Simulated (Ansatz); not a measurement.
**CH7GaN2 (SMILES [CH3][Ga]([NH2])[NH2]) at BCCD/pcseg-1**

Aim: the energy difference between two shapes of CH7GaN2 at BCCD/pcseg-1, from 2 runs. 

Program for the calculation: Ansatz 0.2.0.

1 further run of the same task is left out (set aside as unsound or not needed).

### Step 1. The structure to begin with

CH7GaN2: 11 atoms, total charge 0, spin state singlet. As SMILES, `[CH3][Ga]([NH2])[NH2]`. The coordinates come from a PBE0-D4/def2-TZVP relaxation.

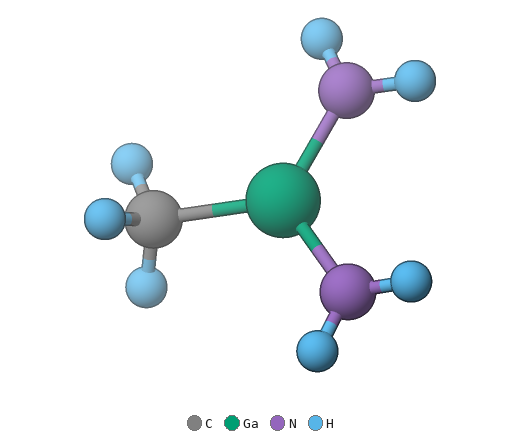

Viewed from a chosen angle; carbon grey, gallium teal, nitrogen purple, hydrogen blue.

### Step 2. A single-point energy at BCCD/pcseg-1

run.yaml reads:

```yaml
crystal:
  periodic: [false, false, false]
  atoms:
    - symbol: C
      position_ang: [-0.606400, 1.659100, 0.052900]
    - symbol: Ga
      position_ang: [0.065300, -0.178100, -0.007400]
    - symbol: N
      position_ang: [0.086400, -1.247700, 1.468900]
    - symbol: N
      position_ang: [0.708400, -0.928200, -1.538500]
    - symbol: H
      position_ang: [-0.742600, 2.064800, -0.950500]
    - symbol: H
      position_ang: [0.094000, 2.304200, 0.588200]
    - symbol: H
      position_ang: [-1.563600, 1.702100, 0.576200]
    - symbol: H
      position_ang: [0.531900, -2.148500, 1.500100]
    - symbol: H
      position_ang: [-0.110200, -0.903600, 2.392600]
    - symbol: H
      position_ang: [0.628000, -0.487200, -2.438000]
    - symbol: H
      position_ang: [0.974100, -1.894000, -1.623900]
basis:
  gaussian: {orbitals: pcseg-1.json}
accuracy: high
correlation: {method: bccd, frozen_orbitals: {C: 1, Ga: 9, H: 0, "N": 1}}
```

The basis set pcseg-1 is read from a file made from the Basis Set Exchange's data (not shown).

On the command line:

```bash
ansatz run run.yaml --threads 1 --pin off --max-ram 2610MiB --events-out events.jsonl --progress --plain --runs-dir runs
```

The program printed, cut to the lines that bear on the results:

```text
Warning: RAYON_NUM_THREADS=1 ignored (pool sized by the plan → 1); use --threads N
Functional definition: HF
  name "HF"
[...]
2413 factors; integrals over basis functions are off by at most 4.7e-8 eV
[...]
mean field -56431.97139338 eV, -2073.8366977427 hartree, gradient 1.3e-8 eV, S^2 0.000000; 0 other end points of the search recorded, 0 dependent functions left out
12 core orbitals not correlated: weight in the atoms' cores, before any rotation towards them, 1.000 or more for the frozen orbitals, at most 0.000 for the correlated occupied ones
reference -56431.97139338 eV, -2073.8366977427 hartree; 17, 17 occupied and 75, 75 virtual orbitals, 2413 factors
second order -15.74694224 eV of doubles, -0.00000000 eV of singles
cycle   1  -16.33980247 eV  change   -5.9e-1 eV  update   8.7e-2
[...]
cycle  20  -16.78794627 eV  change    3.9e-9 eV  update   2.3e-9
Total energy: -56448.75933965 eV, -2074.4536433887 hartree
```

Wall time 38 s (1 thread of Intel Xeon Platinum 8375C at 2.90GHz (Ice Lake), shared host); peak memory 1.1 GiB.

### Step 3. The distorted shape at the same level

run.yaml reads:

```yaml
crystal:
  periodic: [false, false, false]
  atoms:
    - symbol: C
      position_ang: [-0.472950, 1.700700, -0.074082]
    - symbol: Ga
      position_ang: [0.299856, -0.293230, -0.145024]
    - symbol: N
      position_ang: [-0.147965, -0.948505, 1.349929]
    - symbol: N
      position_ang: [0.606040, -0.902748, -1.623102]
    - symbol: H
      position_ang: [-0.677258, 1.827671, -1.072231]
    - symbol: H
      position_ang: [-0.049315, 2.253050, 0.698003]
    - symbol: H
      position_ang: [-1.590901, 1.758561, 0.572463]
    - symbol: H
      position_ang: [0.486253, -2.198706, 1.514620]
    - symbol: H
      position_ang: [-0.089097, -0.824875, 2.237315]
    - symbol: H
      position_ang: [0.495972, -0.513538, -2.324027]
    - symbol: H
      position_ang: [1.218005, -1.933542, -1.564173]
basis:
  gaussian: {orbitals: pcseg-1.json}
accuracy: high
correlation: {method: bccd, frozen_orbitals: {C: 1, Ga: 9, H: 0, "N": 1}}
```

The basis set pcseg-1 is read from a file made from the Basis Set Exchange's data (not shown).

On the command line:

```bash
ansatz run run.yaml --threads 1 --pin off --max-ram 2610MiB --events-out events.jsonl --progress --plain --runs-dir runs
```

The program printed, cut to the lines that bear on the results:

```text
Warning: RAYON_NUM_THREADS=1 ignored (pool sized by the plan → 1); use --threads N
Functional definition: HF
  name "HF"
[...]
2416 factors; integrals over basis functions are off by at most 3.7e-8 eV
[...]
mean field -56424.30408190 eV, -2073.5549292428 hartree, gradient 2.7e-8 eV, S^2 0.000000; 0 other end points of the search recorded, 0 dependent functions left out
12 core orbitals not correlated: weight in the atoms' cores, before any rotation towards them, 1.000 or more for the frozen orbitals, at most 0.000 for the correlated occupied ones
reference -56424.30408190 eV, -2073.5549292428 hartree; 17, 17 occupied and 75, 75 virtual orbitals, 2416 factors
second order -16.08920449 eV of doubles, -0.00000000 eV of singles
cycle   1  -16.63387814 eV  change   -5.4e-1 eV  update   1.0e-1
[...]
cycle  23  -17.18526180 eV  change    1.9e-9 eV  update   1.9e-9
Total energy: -56441.48934370 eV, -2074.1864759655 hartree
```

Run time: 40 s. Hardware: 1 thread of Intel Xeon Platinum 8375C at 2.90GHz (Ice Lake), shared host; peak memory 1.1 GiB.

### Step 4. Outcome

At BCCD/pcseg-1, 12 core orbitals frozen:

| quantity | value |
| --- | --- |
| first shape: total energy | -2074.45364 Eh |
| first shape: correlation energy (12 core orbitals frozen) | -616.9 mEh |
| distorted shape: total energy | -2074.18648 Eh |
| distorted shape: correlation energy (12 core orbitals frozen) | -631.5 mEh |
| energy change with the atoms displaced | 7.270 eV |

With the atoms displaced the energy rises by 7.27 eV (701 kJ/mol). The first shape isn't relaxed at this level, so the change isn't measured from a minimum.
